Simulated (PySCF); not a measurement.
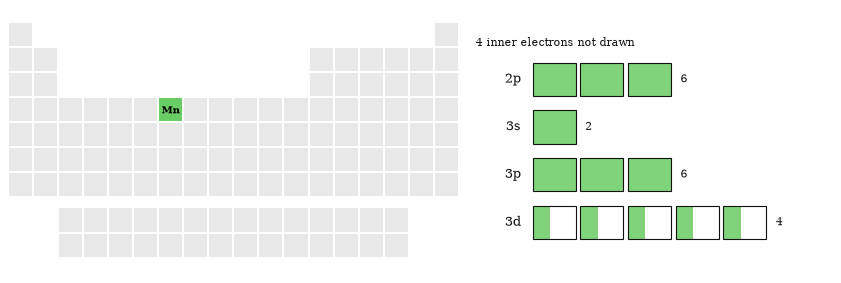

Fig. 1: Left, the place of manganese in the periodic table; right, the outer shells of the nominal configuration: a box for each of the 2l + 1 orbitals, shaded by the share of the shell that is filled, with the electron count at the right.

## Mn³⁺: atomic calculation

System: Mn³⁺, configuration 1s2 2s2 2p6 3s2 3p6 3d4, multiplicity 5.
Method: unrestricted HF, aug-cc-pVDZ, non-relativistic, point nucleus (PySCF).

## Log (extracts)
```
damping factor = 0
level_shift factor = 0
DIIS = <class 'pyscf.scf.diis.CDIIS'>
diis_start_cycle = 1
diis_space = 10
diis_damp = 0
SCF conv_tol = 1e-09
SCF conv_tol_grad = None
number electrons alpha = 13  beta = 9
cycle= 1 E= -1147.90341477669  delta_E= -0.00446  |g|= 0.023  |ddm|= 0.0507
cycle= 2 E= -1147.90353551379  delta_E= -0.000121  |g|= 0.00447  |ddm|= 0.016
cycle= 3 E= -1147.90354084109  delta_E= -5.33e-06  |g|= 0.000362  |ddm|= 0.00762
cycle= 4 E= -1147.90354088852  delta_E= -4.74e-08  |g|= 4.04e-05  |ddm|= 0.00141
cycle= 5 E= -1147.90354088978  delta_E= -1.27e-09  |g|= 1.31e-05  |ddm|= 0.000259
cycle= 6 E= -1147.90354088998  delta_E= -1.95e-10  |g|= 3.2e-06  |ddm|= 7.91e-05
converged SCF energy = -1147.90354088998  <S^2> = 6.0015188  2S+1 = 5.0006075
```

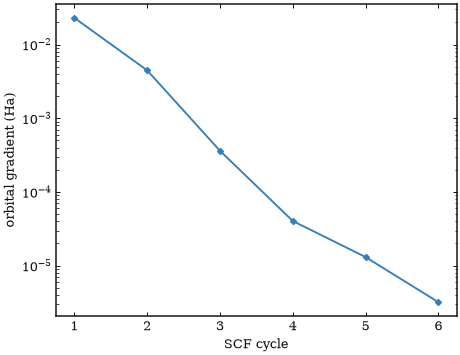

Fig. 2: Convergence: orbital gradient against the SCF cycle. The residual falls at every step. It goes from 0.023 to 3.2×10⁻⁶ in 6 steps.

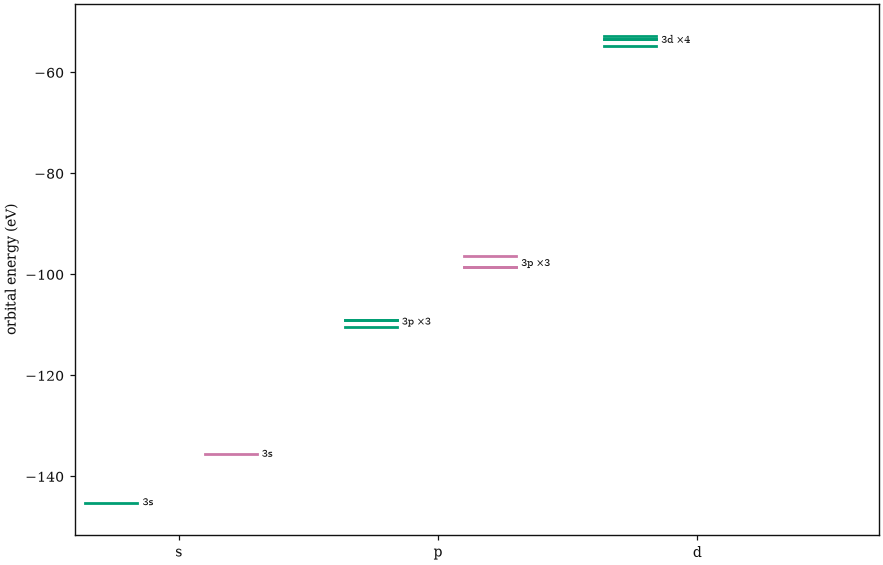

Fig. 3: Orbital energies of the mean field, from the top down to −145.2 eV, by angular momentum, α spin at the left of each column and β at the right; ×n counts the orbitals under one label. The highest filled orbital is 3d α at −52.9 eV, the lowest empty one d α at −30.7 eV.

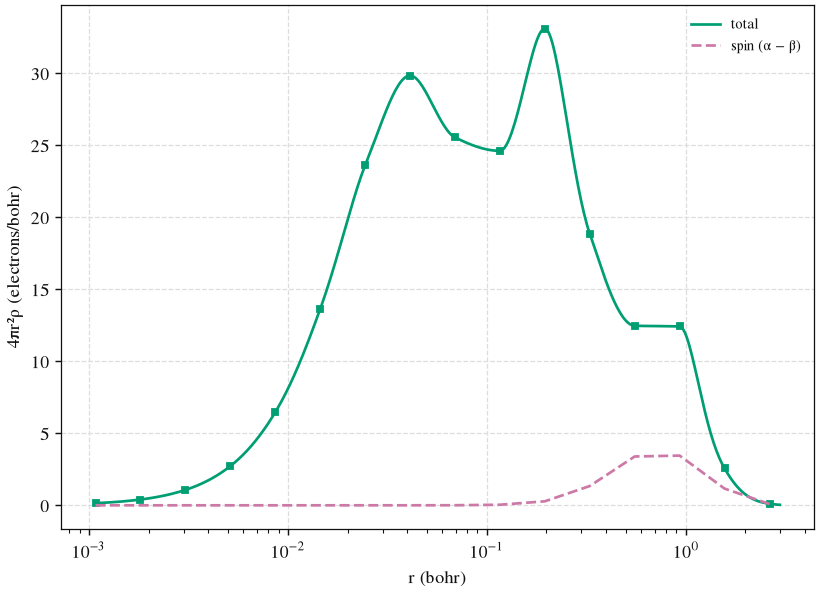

Fig. 4: Spherically averaged radial density 4πr²ρ of the mean field and its spin part; markers are the stored points, which are sparse, and the line is a monotone interpolation between them. The largest stored value is 33.1 electrons/bohr at r = 0.20 bohr. Root-mean-square radii of the shells: 1s 0.0713, 2p 0.274, 2s 0.305, 3s 0.915, 3p 0.973, 3d 1.13 bohr.

## Input
```python
from pyscf import gto, scf, dft, mp, cc
import basis_set_exchange as bse
mol = gto.M(atom="Mn 0 0 0", charge=3, spin=4, symmetry="D2h",
            basis=gto.basis.parse(bse.get_basis("aug-cc-pVDZ", elements=["Mn"], fmt="nwchem")))
mf = scf.UHF(mol)
mf.irrep_nelec = {'Ag': (4, 3), 'B1g': (1, 0), 'B2g': (1, 0), 'B3g': (1, 0), 'B1u': (2, 2), 'B2u': (2, 2), 'B3u': (2, 2)}
mf.kernel()
```

The script is an equivalent of what the driver set up; the driver started from orbitals of its own, so the log can be shorter than this script's would be, and it computed the properties (radii, ⟨L²⟩, response) afterwards. It held the occupations shell by shell, which the script's counts by irreducible representation don't always enforce.

## Results in brief

| quantity | value |
| --- | --- |
| outcome | converged |
| total energy | −1147.9035 hartree |
| kinetic energy | 1147.3814 hartree |
| −E/T (1 by the virial theorem at the basis-set limit) | 1.0005 |
| ⟨S²⟩ | 6.002 |
| ⟨L²⟩ | 6.01 |
| static polarisability | 1.71 bohr³ |
| C₆ of the like pair | 3.97 hartree bohr⁶ |
| SCF iterations | 6 |
| hardware | 1 CPU thread, shared host |
| CPU time | 3 s (integrals apart) |
